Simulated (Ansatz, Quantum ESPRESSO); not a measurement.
# CaGeTe3 (Pm-3m): zone-centre phonons, part 2 of 3

Wanted: the vibrations of CaGeTe3 (Pm-3m) at Γ, by two programs.

Quantum ESPRESSO 8.0 development, patched; DFT LDA, scalar-relativistic, plane waves, PseudoDojo norm-conserving pseudopotentials.

So far. Step 2 (A first look): No gap opens on this mesh, so smearing is kept; the start stands at 0.53 GPa. Step 4 (Ground state): The cell stands at -0.0030 GPa, close enough for phonons. The relaxed cell has a = 5.326 Å (conventional setting).

The structure was built from a prototype and need not be the compound's stable phase.

**5. Zone-centre response**

At q = 0 one unit cell holds all displacements; symmetry groups them into irreducible representations that are solved one by one. With smeared occupations no response to a homogeneous field can be asked.

The input, ph.in:

```
phonons
&INPUTPH
  prefix       = 'x'
  outdir       = './tmp'
  fildyn       = 'g.dyn'
  tr2_ph       = 1.0d-18
  alpha_mix(1) = 0.4
  nmix_ph      = 8
/
0.000000000000 0.000000000000 0.000000000000
```

The run is started by

```
$ OMP_NUM_THREADS=1 mpirun -n 4 ph.x -nk 4 -in ph.in > ph.out
```

The log of the run:

```text
[banners, grids, parts of the stress and lines that vanish by symmetry left out]
[banner, memory and clock lines left out]
Program PHONON v.8.0dev

     Dynamical matrices for q-points given in input
     (   1q-points):
       N         xq(1)         xq(2)         xq(3)
       1   0.000000000   0.000000000   0.000000000

     ./tmp/x.save/

     IMPORTANT: XC functional enforced from input :
     Exchange-correlation= PW
                           (   1   4   0   0   0   0   0)
     Any further DFT definition will be discarded
     Please, verify this is what you really want

     G-vector sticks info

     Reading collected, re-writing distributed wavefunctions in ./tmp/

     Number and degeneracy of irreps per q-point
       N         xq(1)         xq(2)         xq(3)   N irreps
       1   0.000000000   0.000000000   0.000000000       5
        3   3   3   3   3

     Calculation of q =    0.0000000   0.0000000   0.0000000

     phonons

     bravais-lattice index     =            1
     lattice parameter (alat)  =      10.0652  a.u.
     unit-cell volume          =    1019.6807 (a.u.)^3
     number of atoms/cell      =            5
     number of atomic types    =            3
     kinetic-energy cut-off    =      82.0000  Ry
     charge density cut-off    =     328.0000  Ry
     convergence threshold     =      1.0E-18
     beta                      =       0.4000
     number of iterations used =            8
     Exchange-correlation= PW
                           (   1   4   0   0   0   0   0)

     celldm(1)=   10.06518  celldm(2)=    0.00000  celldm(3)=    0.00000
     celldm(4)=    0.00000  celldm(5)=    0.00000  celldm(6)=    0.00000

     crystal axes: (cart. coord. in units of alat)
               a(1) = (  1.0000  0.0000  0.0000 )
               a(2) = (  0.0000  1.0000  0.0000 )
               a(3) = (  0.0000  0.0000  1.0000 )

     reciprocal axes: (cart. coord. in units 2 pi/alat)
               b(1) = (  1.0000  0.0000  0.0000 )
               b(2) = (  0.0000  1.0000  0.0000 )
               b(3) = (  0.0000  0.0000  1.0000 )

     Atoms inside the unit cell:

     Cartesian axes

     site n.  atom      mass           positions (alat units)
        1  Ca     40.0780   tau(    1) = (    0.00000    0.00000    0.00000  )
        2  Ge     72.6300   tau(    2) = (    0.50000    0.50000    0.50000  )
        3  Te    127.6000   tau(    3) = (    0.50000    0.50000    0.00000  )
        4  Te    127.6000   tau(    4) = (    0.50000    0.00000    0.50000  )
        5  Te    127.6000   tau(    5) = (    0.00000    0.50000    0.50000  )

     Computing dynamical matrix for
                    q = (   0.0000000   0.0000000   0.0000000 )

     49 Sym.Ops. (with q -> -q+G )

     G cutoff =  841.6992  ( 101943 G-vectors)     FFT grid: ( 60, 60, 60)

     number of k points=    20  Marzari-Vanderbilt smearing, width (Ry)=  0.0200
                       cart. coord. in units 2pi/alat
        k(    1) = (   0.0000000   0.0000000   0.0000000), wk =   0.0092593
        k(    2) = (   0.0000000   0.0000000   0.1666667), wk =   0.0555556
        k(    3) = (   0.0000000   0.0000000   0.3333333), wk =   0.0555556
        [... further k-points left out ...]

     PseudoPot. # 1 for Ca read from file:
     ./pseudo/Ca.upf
     Pseudo is Norm-conserving + core correction, Zval = 10.0
     Using radial grid of 1724 points,  6 beta functions with:
                l(1) =   0
                l(2) =   0
                l(3) =   1
                l(4) =   1
                l(5) =   2
                l(6) =   2

     PseudoPot. # 2 for Ge read from file:
     ./pseudo/Ge.upf
     Pseudo is Norm-conserving + core correction, Zval = 14.0
     Using radial grid of 1524 points,  6 beta functions with:
                l(1) =   0
                l(2) =   0
                l(3) =   1
                l(4) =   1
                l(5) =   2
                l(6) =   2

     PseudoPot. # 3 for Te read from file:
     ./pseudo/Te.upf
     Pseudo is Norm-conserving + core correction, Zval = 16.0
     Using radial grid of 1278 points,  6 beta functions with:
                l(1) =   0
                l(2) =   0
                l(3) =   1
                l(4) =   1
                l(5) =   2
                l(6) =   2

     Mode symmetry, O_h (m-3m)  point group:

     Atomic displacements:
     There are    5 irreducible representations

     Representation     1      3 modes -  To be done

     Representation     2      3 modes -  To be done

     Representation     3      3 modes -  To be done

     Representation     4      3 modes -  To be done

     Representation     5      3 modes -  To be done

     Alpha used in Ewald sum =   2.8000

     Representation #   1 modes #   1   2   3

     Self-consistent Calculation

     The passes end when |ddv_scf|^2 is under  2.6E-20 (on this mesh; tr2_ph alone asks  1.0E-18)
      iter #   1   av.it.:   8.5
      thresh= 1.000E-02 alpha_mix =  0.400 |ddv_scf|^2 =  8.751E-07
      iter #   2   av.it.:  15.6
      thresh= 9.355E-05 alpha_mix =  0.400 |ddv_scf|^2 =  5.726E-08
      iter #   3   av.it.:  15.6
      thresh= 2.393E-05 alpha_mix =  0.400 |ddv_scf|^2 =  9.850E-10
      iter #   4   av.it.:  16.0
      thresh= 3.139E-06 alpha_mix =  0.400 |ddv_scf|^2 =  9.292E-11
      iter #   5   av.it.:  15.9
      thresh= 9.639E-07 alpha_mix =  0.400 |ddv_scf|^2 =  8.341E-12
      iter #   6   av.it.:  15.9
      thresh= 2.888E-07 alpha_mix =  0.400 |ddv_scf|^2 =  1.630E-13
      iter #   7   av.it.:  16.4
      thresh= 4.038E-08 alpha_mix =  0.400 |ddv_scf|^2 =  5.797E-15
      iter #   8   av.it.:  16.2
      thresh= 7.614E-09 alpha_mix =  0.400 |ddv_scf|^2 =  3.492E-16
      iter #   9   av.it.:  16.2
      thresh= 1.869E-09 alpha_mix =  0.400 |ddv_scf|^2 =  2.310E-17
      iter #  10   av.it.:  16.1
      thresh= 4.806E-10 alpha_mix =  0.400 |ddv_scf|^2 =  1.691E-18
      iter #  11   av.it.:  16.6
      thresh= 1.300E-10 alpha_mix =  0.400 |ddv_scf|^2 =  1.564E-20

     End of self-consistent calculation

     Convergence has been achieved

     Representation #   2 modes #   4   5   6

     Self-consistent Calculation

     The passes end when |ddv_scf|^2 is under  2.6E-20 (on this mesh; tr2_ph alone asks  1.0E-18)
      iter #   1   av.it.:   7.7
      thresh= 1.000E-02 alpha_mix =  0.400 |ddv_scf|^2 =  1.293E-06
      iter #   2   av.it.:  15.0
      thresh= 1.137E-04 alpha_mix =  0.400 |ddv_scf|^2 =  1.157E-07
      iter #   3   av.it.:  14.9
      thresh= 3.402E-05 alpha_mix =  0.400 |ddv_scf|^2 =  1.482E-09
[...]
End of self-consistent calculation

     Convergence has been achieved

     Representation #   3 modes #   7   8   9

     Self-consistent Calculation

     The passes end when |ddv_scf|^2 is under  2.6E-20 (on this mesh; tr2_ph alone asks  1.0E-18)
[...]
End of self-consistent calculation

     Convergence has been achieved

     Representation #   4 modes #  10  11  12

     Self-consistent Calculation

     The passes end when |ddv_scf|^2 is under  2.6E-20 (on this mesh; tr2_ph alone asks  1.0E-18)
[...]
End of self-consistent calculation

     Convergence has been achieved

     Representation #   5 modes #  13  14  15

     Self-consistent Calculation

     The passes end when |ddv_scf|^2 is under  2.6E-20 (on this mesh; tr2_ph alone asks  1.0E-18)
[...]
iter #   4   av.it.:  15.9
      thresh= 1.613E-06 alpha_mix =  0.400 |ddv_scf|^2 =  6.501E-13
      iter #   5   av.it.:  14.9
      thresh= 8.063E-08 alpha_mix =  0.400 |ddv_scf|^2 =  1.423E-13
      iter #   6   av.it.:  15.6
      thresh= 3.772E-08 alpha_mix =  0.400 |ddv_scf|^2 =  1.178E-15
      iter #   7   av.it.:  16.1
      thresh= 3.432E-09 alpha_mix =  0.400 |ddv_scf|^2 =  2.826E-17
      iter #   8   av.it.:  15.8
      thresh= 5.316E-10 alpha_mix =  0.400 |ddv_scf|^2 =  2.710E-18
      iter #   9   av.it.:  16.4
      thresh= 1.646E-10 alpha_mix =  0.400 |ddv_scf|^2 =  4.111E-20
      iter #  10   av.it.:  16.4
      thresh= 2.028E-11 alpha_mix =  0.400 |ddv_scf|^2 =  1.361E-22

     End of self-consistent calculation

     Convergence has been achieved

     Number of q in the star =    1
     List of q in the star:
          1   0.000000000   0.000000000   0.000000000

     Diagonalizing the dynamical matrix

     q = (    0.000000000   0.000000000   0.000000000 )

 **************************************************************************
     freq (    1) =      -2.568674 [THz] =     -85.681753 [cm-1]
     freq (    2) =      -2.568674 [THz] =     -85.681753 [cm-1]
     freq (    3) =      -2.568674 [THz] =     -85.681753 [cm-1]
     freq (    4) =      -0.811104 [THz] =     -27.055523 [cm-1]
     freq (    5) =      -0.811104 [THz] =     -27.055523 [cm-1]
     freq (    6) =      -0.811104 [THz] =     -27.055523 [cm-1]
     freq (    7) =      -0.485643 [THz] =     -16.199298 [cm-1]
     freq (    8) =      -0.485643 [THz] =     -16.199298 [cm-1]
     freq (    9) =      -0.485643 [THz] =     -16.199298 [cm-1]
     freq (   10) =      -0.032983 [THz] =      -1.100182 [cm-1]
     freq (   11) =      -0.032983 [THz] =      -1.100182 [cm-1]
     freq (   12) =      -0.032983 [THz] =      -1.100182 [cm-1]
     freq (   13) =       5.604068 [THz] =     186.931573 [cm-1]
     freq (   14) =       5.604068 [THz] =     186.931573 [cm-1]
     freq (   15) =       5.604068 [THz] =     186.931573 [cm-1]
 **************************************************************************

     Mode symmetry, O_h (m-3m)  point group:

     freq (   1-   3) =        -85.7  [cm-1]   --> T_1u G_15  G_4- I
     freq (   4-   6) =        -27.1  [cm-1]   --> T_2u G_25  G_5-
     freq (   7-   9) =        -16.2  [cm-1]   --> T_1u G_15  G_4- I
     freq (  10-  12) =         -1.1  [cm-1]   --> T_1u G_15  G_4- I
     freq (  13-  15) =        186.9  [cm-1]   --> T_1u G_15  G_4- I
```

Elapsed: 26 min, on 4 MPI ranks of Intel Xeon 6975P-C (Granite Rapids), shared host; 1.8 h of CPU time.

This step gave:

```yaml
largest_acoustic_frequency_at_the_zone_centre_before_the_sum_rule: -1.1 cm⁻¹
highest_optical_zone_centre_mode_no_lo_to_term: 186.9 cm⁻¹
lowest_optical_zone_centre_mode: -85.68 cm⁻¹
```

The acoustic modes at Γ come out as far as 1.1 cm⁻¹ from zero, where they should vanish, a small numerical error. The lowest optical mode is imaginary, 86i cm⁻¹, an instability at this level and on this k mesh.

**6. Zone-centre analysis**

A rigid shift of the crystal must cost nothing, but grids and finite bases break this; the acoustic sum rule is imposed before the matrix is diagonalised again.

The input, dynmat.in:

```
&INPUT
  fildyn = 'g.dyn'
  asr    = 'simple'
  fileig = 'dynmat.eig'
/
```

The run is started by

```
$ dynmat.x -in dynmat.in > dynmat.out
```

The log of the run:

```text
[banner, memory and clock lines left out]
Program DYNMAT v.8.0dev

     Reading Dynamical Matrix from file g.dyn
     ...Force constants read
     ...epsilon and Z* not read (not found on file)
     A direction for q was not specified:TO-LO splitting will be absent

     Polarizability (A^3 units)
     multiply by 1.000000 for Clausius-Mossotti correction (not under assume_isolated = 'mt')
         0.000000    0.000000    0.000000
         0.000000    0.000000    0.000000
         0.000000    0.000000    0.000000

     IR activities are in (D/A)^2/amu units

# mode   [cm-1]    [THz]      IR
    1    -85.70   -2.5691    0.0000
    2    -85.70   -2.5691    0.0000
    3    -85.70   -2.5691    0.0000
    4    -27.01   -0.8099    0.0000
    5    -27.01   -0.8099    0.0000
    6    -27.01   -0.8099    0.0000
    7    -16.20   -0.4856    0.0000
    8    -16.20   -0.4856    0.0000
    9    -16.20   -0.4856    0.0000
   10     -0.00   -0.0000    0.0000
   11      0.00    0.0000    0.0000
   12      0.00    0.0000    0.0000
   13    186.93    5.6041    0.0000
   14    186.93    5.6041    0.0000
   15    186.93    5.6041    0.0000

[end of the log left out, with the tail of the file of modes that dynmat.x writes under the same name]
```

It took 0.64 s on 1 thread.

This step gave:

```yaml
lowest_optical_zone_centre_mode: -85.7 cm⁻¹
```

Unit eigenvectors of the mass-weighted matrix after the sum rule; no LO-TO term. The modes at Γ (shares of kinetic energy by element, %) (negative means imaginary):

```
mode  frequency (cm⁻¹)  Ca %  Ge %  Te %
   1             -85.7    75     3    22
   2             -85.7    75     3    22
   3             -85.7    75     3    22
   4             -27.0     0     0   100
   5             -27.0     0     0   100
   6             -27.0     0     0   100
   7             -16.2    17    42    41
   8             -16.2    17    42    41
   9             -16.2    17    42    41
  10               0.0     8    15    77
  11               0.0     8    15    77
  12               0.0     8    15    77
  13             186.9     0    40    60
  14             186.9     0    40    60
  15             186.9     0    40    60
```

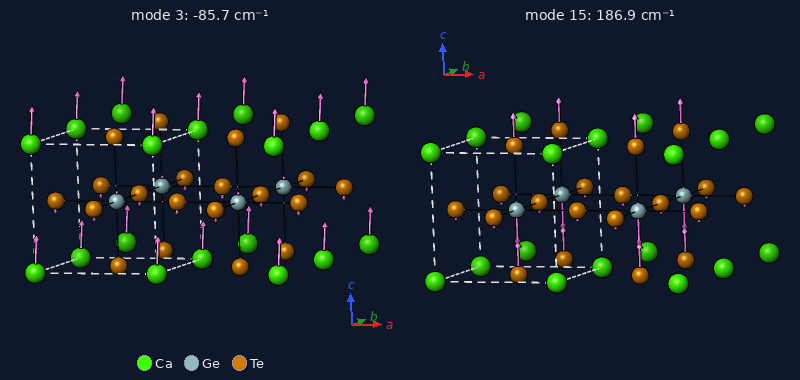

Displacement patterns of modes 3 and 15 at Γ; arrows are exaggerated. 2×2×1 cells are drawn. Some periodic images of atoms are drawn too.

The rule moves no optical mode by more than 0.1 cm⁻¹.

**7. Sum rules set otherwise: a sum rule for molecules or wires on a crystal**

This rule also removes rotations, which suits molecules and not a crystal; it is tried to see the harm.

The input, dynmat.in:

```
&INPUT
  fildyn = 'g.dyn'
  asr    = 'zero-dim'
  fileig = 'dynmat.eig'
/
```

The run is started by

```
$ dynmat.x -in dynmat.in > dynmat.out
```

The log of the run:

```text
[banner, memory and clock lines left out]
Program DYNMAT v.8.0dev

     Reading Dynamical Matrix from file g.dyn
     ...Force constants read
     ...epsilon and Z* not read (not found on file)
     Warning: this looks like a crystal, not a molecule in a box: use asr = 'crystal'
     Acoustic Sum Rule: || Z*(ASR) - Z*(orig)|| =    0.000000E+00
     Acoustic Sum Rule: ||dyn(ASR) - dyn(orig)||=    9.388938E-02
     A direction for q was not specified:TO-LO splitting will be absent

     Polarizability (A^3 units)
     multiply by 1.000000 for Clausius-Mossotti correction (not under assume_isolated = 'mt')
         0.000000    0.000000    0.000000
         0.000000    0.000000    0.000000
         0.000000    0.000000    0.000000

     IR activities are in (D/A)^2/amu units

# mode   [cm-1]    [THz]      IR
    1    -85.69   -2.5690    0.0000
    2    -76.83   -2.3032    0.0000
    3    -76.83   -2.3032    0.0000
    4    -26.44   -0.7926    0.0000
    5    -26.44   -0.7926    0.0000
    6    -16.20   -0.4856    0.0000
    7     -0.00   -0.0000    0.0000
    8     -0.00   -0.0000    0.0000
    9     -0.00   -0.0000    0.0000
   10      0.00    0.0000    0.0000
   11      0.00    0.0000    0.0000
   12      0.00    0.0000    0.0000
   13    186.93    5.6041    0.0000
   14    191.07    5.7282    0.0000
   15    191.07    5.7282    0.0000

[end of the log left out, with the tail of the file of modes that dynmat.x writes under the same name]
```

Run time: 0.63 s. Hardware: 1 thread.

The run ended normally, but on settings that are not sound.

The fault: a sum rule for molecules or wires on a crystal; 3 optical modes are projected out to zero frequency, as if they were rotations.

For a crystal the rule has to be 'simple' or 'crystal'.

Zone-centre frequencies as printed; negative means imaginary. Modes:

```
mode  frequency (cm⁻¹)
   1            -85.69
   2            -76.83
   3            -76.83
   4            -26.44
   5            -26.44
   6             -16.2
   7                 0
   8                 0
   9                 0
  10                 0
  11                 0
  12                 0
  13             186.9
  14             191.1
  15             191.1
```

[end of part 2 of 3]

[Host names and launcher messages were left out of these logs when they were recorded.]

[Logs are printed without paths, hosts, clocks, repeated set-up lines and the standing remarks that a program may print on its own settings, such as how far it seeks lower states.]

[Hosts, paths, dates, database ids (printed as entryN), source tags and the programs' standing remarks are cut or masked in the printed files.]
